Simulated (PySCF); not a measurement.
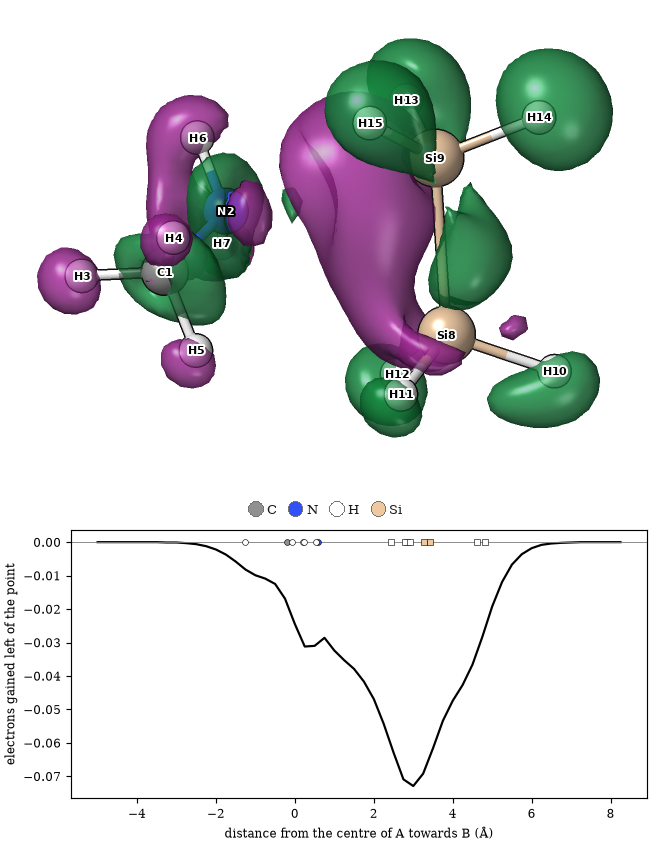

Figure 1: CH₁₁NSi₂, SMILES `CN.[SiH3][SiH3]`. Density of the complex less the densities of the two fragments at the same geometry, ±0.004 e/Å³ (green: gain, purple: loss). Fragment A: H5CN (atoms 1–7); fragment B: Si2H6. Below: the charge-displacement curve along the line of centres (A on the left).

Computed with PySCF, PBE0/def2-SVP, geometry: GFN2-xTB.

Coordinates in Å:

```
C1      -2.4374    0.4220   -0.4223
N2      -1.6693   -0.3520    0.5383
H3      -3.4998    0.5240   -0.1629
H4      -2.3651   -0.0609   -1.3960
H5      -2.0022    1.4169   -0.4983
H6      -2.0650   -1.2802    0.6397
H7      -1.6881    0.0947    1.4486
Si8      1.2269    1.1161    0.0516
Si9      0.9870   -1.1619   -0.1229
H10      2.6347    1.5331    0.0877
H11      0.6456    1.8601   -1.0720
H12      0.6317    1.6972    1.2615
H13      0.6147   -1.8410    1.1205
H14      2.2995   -1.7482   -0.4664
H15      0.1080   -1.6214   -1.1986
```

### Which way does charge flow?

Hirshfeld charges show 0.042 e passing from A to B. By Hirshfeld charges, electrons gather most on H14 (−0.024 e) and leave Si9 most (+0.024 e); 0.15 e is displaced in all, which induces a dipole of 1.24 D.

### What is the interaction energy, and which contacts carry it?

The counterpoise-corrected interaction energy of the frozen fragments is −4.0 kcal/mol without dispersion correction and −6.5 kcal/mol with D3(BJ). The pair geometry is semi-empirical, not a minimum at this level. Contacts: N2···Si9, 2.85 Å, ρ = 0.019 a.u.; H5···H11, H···H contact, 2.75 Å, ρ = 0.004 a.u., a bond path close to vanishing (ellipticity 1.9). The pose is a local one from a semi-empirical search, not shown to be the most stable.
